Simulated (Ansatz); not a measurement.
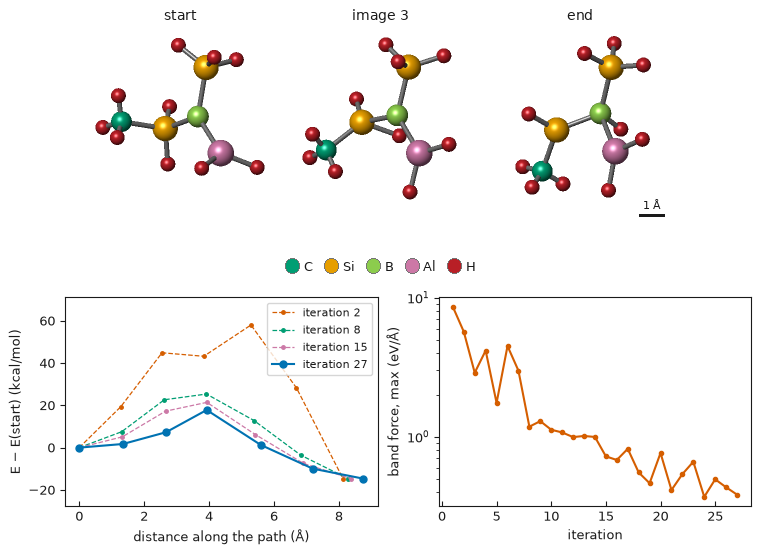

NEB run on CH10AlBSi2. Images are numbered from 0 (start) to 6 (end). The plot follows the band through its iterations. A ball-and-stick model, seen at a tilt.

Level of theory: RKS PBE0-D4/6-31G in Ansatz 0.2.0. Set-up: 5 movable images; climbing image from the first iteration; force threshold 0.03 eV/Å; iteration limit 27; optimiser FIRE; starting path through a guess of the saddle point.

Question: Did the band converge, and can the barrier be trusted?

Answer: The result isn't final. The band hadn't converged when the run stopped after 27 iterations. The largest component of the band force went from 8.6 to 0.38 eV/Å. The barrier read from it is provisional, though the highest image hardly moved in the last two iterations. The first iteration put the highest image at 103.0 kcal/mol. The energy climbs by 17.8 kcal/mol to image 3 and then falls by 32.5 kcal/mol, so the end point sits at −14.7 kcal/mol.
